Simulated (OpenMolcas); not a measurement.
# CHClGeNO (SMILES O=C=[N][GeH][Cl]): levels of theory compared

Wanted: a comparison of 5 runs (U-r2SCAN/def2-SVP, UB3LYP/def2-SVP, UBHLYP/def2-SVP, USVWN5/def2-SVP, UB3LYP/6-31G*) of CHClGeNO. 

The calculation is run with OpenMolcas 26.06.

### Step 1. The system as given

CHClGeNO has 6 atoms, charge 0, and is taken as a doublet. SMILES: `O=C=[N][GeH][Cl]`. The Ge4–Cl5 distance was set to 3.235 Å, away from the relaxed value. At this shape a bond of the SMILES string is far longer than usual.

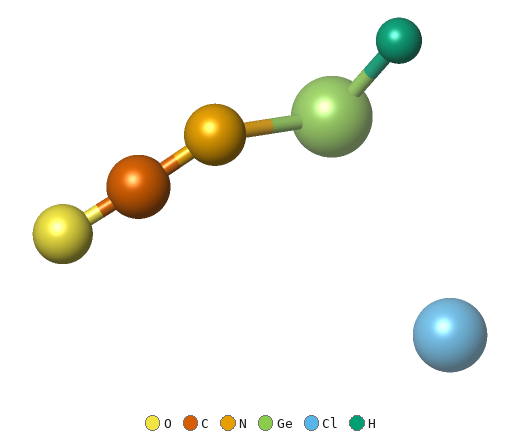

Viewed from a chosen angle; oxygen yellow, carbon orange, nitrogen amber, germanium green, chlorine blue, hydrogen teal.

### Step 2. A single-point energy at U-r2SCAN/def2-SVP (run 1)

Input file mol.input:

```
* CHClGeNO Kohn-Sham DFT
>>> EXPORT MOLCAS_PRINT=2
&gateway
baslib=$CurrDir
basisset
O.def2-SVP....
O1 -1.026013 -1.571549 -2.485953 angstrom
End of Basis
basisset
C.def2-SVP....
C2 -1.293013 -0.974449 -1.525553 angstrom
End of Basis
basisset
N.def2-SVP....
N3 -1.625313 -0.408749 -0.513853 angstrom
End of Basis
basisset
Ge.def2-SVP....
Ge4 -1.203413 1.112851 0.410247 angstrom
End of Basis
basisset
Cl.def2-SVP....
Cl5 1.946900 0.976200 1.132800 angstrom
End of Basis
basisset
H.def2-SVP....
H6 -2.007813 1.029451 1.731847 angstrom
End of Basis
&seward
gridinput
Grid=UltraFine
End of Grid
&scf
uhf
spin=2
ksdft=2
1.0 MGGA_X_R2SCAN
1.0 MGGA_C_R2SCAN
thresholds=1e-10 1e-07 1e-07 1e-05
prorbitals=0
```

The basis set def2-SVP is read from a file made from the Basis Set Exchange's data (not shown).

Started as:

```console
export MOLCAS_MEM=1860
pymolcas mol.input > mol.log
```

The log of the run:

```text
--- Start Module: gateway ---
[...]
--- Stop Module: gateway /rc=_RC_ALL_IS_WELL_ ---
--- Start Module: seward ---
[...]
      Basis functions           97
--- Stop Module: seward /rc=_RC_ALL_IS_WELL_ ---
[...]
--- Start Module: scf ---
[...]
       Convergence after  32 Iterations
[...]
::    Total KS-DFT energy                           -2705.1931583769
[...]
      Total spin, S                                     0.5139966942
[...]
      Total electronic charge=   71.000000
      Total            charge=   -0.000000
[...]
      Dipole Moment (debye):
      Origin of the operator (angstrom)=   -0.5108    0.4930    0.0423
                   X= -4.3880E+00               Y=  9.1684E-01               Z= -2.7723E-01           Total=  4.4913E+00
      Quadrupole Moment (debye*angstrom):
[...]
--- Stop Module: scf /rc=_RC_ALL_IS_WELL_ ---
[...]
```

Wall time 83 s (1 thread of AMD EPYC 7R43 (Zen 3), shared host); peak memory 0.54 GiB.

### Step 3. The energy at UB3LYP/def2-SVP (run 2)

Input file test.input:

```
&GATEWAY
BasLib
$CurrDir
Coord
6
angstrom
O       -1.026013      -1.571549      -2.485953
C       -1.293013      -0.974449      -1.525553
N       -1.625313      -0.408749      -0.513853
Ge      -1.203413       1.112851       0.410247
Cl       1.946900       0.976200       1.132800
H       -2.007813       1.029451       1.731847
Basis
def2-SVP
Group
NoSym
&SEWARD
GridInput
Grid=UltraFine
End of Grid
&SCF
UHF
Spin
2
KSDFT
B3LYP
Thresholds
1e-10 1e-07 1e-07 1e-05
PrOrbitals
1 2
```

The basis set def2-SVP is read from a file made from the Basis Set Exchange's data (not shown).

Started as:

```console
export MOLCAS_MEM=1860
pymolcas test.input > test.log
```

The log of the run:

```text
--- Start Module: gateway ---
[...]
--- Stop Module: gateway /rc=_RC_ALL_IS_WELL_ ---
--- Start Module: seward ---
[...]
      Basis functions           97
--- Stop Module: seward /rc=_RC_ALL_IS_WELL_ ---
[...]
--- Start Module: scf ---
[...]
       Convergence after  32 Iterations
[...]
::    Total KS-DFT energy                           -2705.3729086679
[...]
      Total spin, S                                     0.5133776622
[...]
      Total electronic charge=   71.000000
      Total            charge=   -0.000000
[...]
      Dipole Moment (debye):
      Origin of the operator (angstrom)=   -0.5108    0.4930    0.0423
                   X= -3.8753E+00               Y=  1.0338E+00               Z= -9.4351E-02           Total=  4.0119E+00
      Quadrupole Moment (debye*angstrom):
[...]
--- Stop Module: scf /rc=_RC_ALL_IS_WELL_ ---
[...]
```

Wall time 69 s (1 thread of AMD EPYC 7R43 (Zen 3), shared host); peak memory 0.54 GiB.

Runs 3 to 4 aren't shown in full; the table further down has their settings and results.

### Step 4. A single-point energy at UB3LYP/6-31G(d) (Cartesian functions) (run 5)

Input file mol.inp:

```
&GATEWAY
 BasLib
 $CurrDir
 Coord
 6
 angstrom
 O       -1.026013      -1.571549      -2.485953
 C       -1.293013      -0.974449      -1.525553
 N       -1.625313      -0.408749      -0.513853
 Ge      -1.203413       1.112851       0.410247
 Cl       1.946900       0.976200       1.132800
 H       -2.007813       1.029451       1.731847
 Basis
 6-31Gs
 Group
 NoSym

&SEWARD
 GridInput
 Grid=UltraFine
 End of Grid

&SCF
 UHF
 Spin
 2
 KSDFT
 B3LYP
 Thresholds
 1e-10 1e-07 1e-07 1e-05
 PrOrbitals
 1 1
```

The basis set 6-31G* is read from a file made from the Basis Set Exchange's data (not shown).

Started as:

```console
export MOLCAS_MEM=1860
pymolcas mol.inp > mol.log
```

The log of the run:

```text
--- Start Module: gateway ---
[...]
--- Stop Module: gateway /rc=_RC_ALL_IS_WELL_ ---
--- Start Module: seward ---
[...]
      Basis functions          101
--- Stop Module: seward /rc=_RC_ALL_IS_WELL_ ---
[...]
--- Start Module: scf ---
[...]
       Convergence after  26 Iterations
[...]
::    Total KS-DFT energy                           -2705.6082415352
[...]
      Total spin, S                                     0.5126640427
[...]
      Total electronic charge=   71.000000
      Total            charge=   -0.000000
[...]
      Dipole Moment (debye):
      Origin of the operator (angstrom)=   -0.5108    0.4930    0.0423
                   X= -4.7753E+00               Y=  9.2000E-01               Z= -3.3323E-01           Total=  4.8745E+00
      Quadrupole Moment (debye*angstrom):
[...]
--- Stop Module: scf /rc=_RC_ALL_IS_WELL_ ---
[...]
```

Wall time 62 s (1 thread of AMD EPYC 7R43 (Zen 3), shared host); peak memory 0.57 GiB.

### Step 5. Overview of the runs

```tsv
run	level	Cartesian functions	energy (Eh)	dipole moment (D)	HOMO energy (eV)	LUMO energy (eV)	wall time
1	U-r2SCAN/def2-SVP	no	-2705.193158	4.49	-6.48	-5.79	83 s
2	UB3LYP/def2-SVP	no	-2705.372909	4.01	-7.26	-5.37	69 s
3	UBHLYP/def2-SVP	no	-2705.190975	3.56	-8.37	-4.30	59 s
4	USVWN5/def2-SVP	no	-2699.370197	4.09	-6.20	-6.03	64 s
5	UB3LYP/6-31G* (Cartesian functions)	yes	-2705.608242	4.87	-7.45	-5.54	62 s
```

### Step 6. What came out

```
                                 quantity           value
                      run 5: total energy  -2705.60824 Eh
                     run 5: dipole moment          4.87 D
run 5: HOMO energy (highest over α and β)        -7.45 eV
 run 5: LUMO energy (lowest over α and β)        -5.54 eV
                              run 5: ⟨S²⟩           0.775
```

What this shows: The dipole moment (its size) runs from 3.56 D (UBHLYP/def2-SVP) to 4.87 D (UB3LYP/6-31G*). The two ends differ in method and basis. Totals of different functionals can't be ranked against each other. All runs together took 5.6 min, the longest 83 s.
